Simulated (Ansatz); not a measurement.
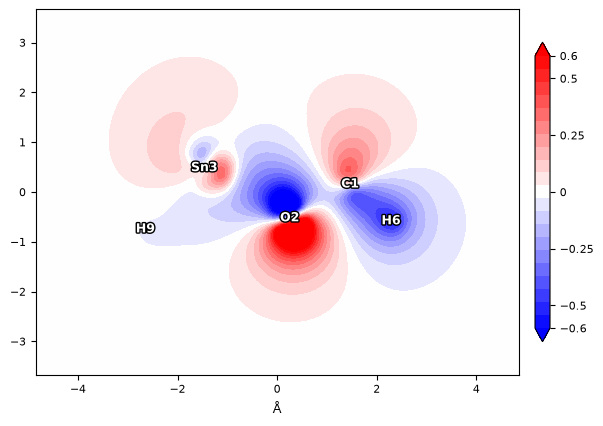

CH$_{6}$OSn (SMILES C[O][SnH3]). The HOMO−1 on the plane of atoms C1, O2 and Sn3 (values in Å⁻³ᐟ²; the overall sign is arbitrary).

Geometry: PBE0-D3(BJ)/def2-SVP; core potentials replace the inner electrons of Sn.

Theory: Ansatz 0.2.0, isolated molecule in a Gaussian basis; Kohn-Sham density functional theory, functional PBE0.

Input

```
crystal:
  periodic: [false, false, false]
  atoms:
    - {symbol: C, position_ang: [-0.805982, -1.495266, -0.440312]}
    - {symbol: O, position_ang: [0.089828, -0.427795, -0.428742]}
    - {symbol: Sn, position_ang: [2.001583, -0.709275, -0.912647]}
    - {symbol: H, position_ang: [-0.535382, -2.304801, 0.269260]}
    - {symbol: H, position_ang: [-0.920744, -1.962586, -1.440554]}
    - {symbol: H, position_ang: [-1.802884, -1.126571, -0.141779]}
    - {symbol: H, position_ang: [2.052932, -1.311870, -2.519010]}
    - {symbol: H, position_ang: [2.661838, -1.842123, 0.194963]}
    - {symbol: H, position_ang: [2.679025, 0.847545, -0.760412]}
basis:
  gaussian:
    orbitals: def2-TZVPD
hamiltonian:
  xc: {name: PBE0}
output: {forces: true, orbitals: {seedname: orbitals}}
```

Command:

```sh
ansatz run input.yaml --threads 2 --pin off --max-ram 4350MiB --events-out events.jsonl --progress --plain --runs-dir runs
```

> Describe this orbital and give its energy.

By Hirshfeld shares it lies mainly on O2 (about 50 %), C1 (about 15 %), Sn3 (about 10 %) and H6 (about 10 %). Its energy is −8.07 eV.
